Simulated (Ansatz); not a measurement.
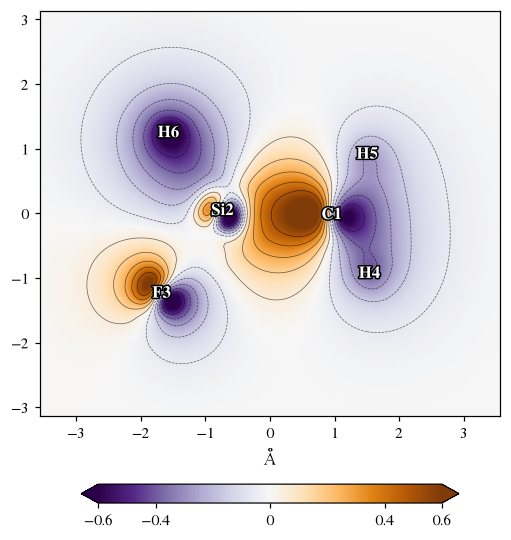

*CH$_{3}$FSi. The HOMO−1 on the molecular plane (values in Å⁻³ᐟ²; the overall sign is arbitrary).*

Geometry: PBE0-D4/def2-TZVP.

Method: Ansatz, RKS PBE0-D4/def2-TZVPP.

The calculation's input:

```
crystal:
  periodic: [false, false, false]
  atoms:
    - {symbol: C, position_ang: [-0.676849, 0.268438, -0.609820]}
    - {symbol: Si, position_ang: [0.525363, -0.186652, 0.476177]}
    - {symbol: F, position_ang: [1.032095, -1.678719, 0.678113]}
    - {symbol: H, position_ang: [-1.208719, -0.410453, -1.263118]}
    - {symbol: H, position_ang: [-0.948913, 1.316523, -0.667754]}
    - {symbol: H, position_ang: [1.277023, 0.690854, 1.386402]}
basis:
  gaussian: {orbitals: def2-TZVPP}
hamiltonian: {xc: pbe0, dispersion: d4}
output: {orbitals: {seedname: orbitals}}
```

Command:

```sh
ansatz run in.yaml --threads 2 --pin off --events-out ev --progress --plain --max-ram 4352MiB
```

Where does this orbital lie, and at what energy?

Answer. It lies mainly on C1 (about 30 %), Si2 (about 30 %), H6 (about 20 %), F3 (about 10 %) and H4 (about 5 %); it is symmetric in the molecular plane (an in-plane orbital: σ, lone-pair or in-plane π type). Its energy is −10.21 eV.
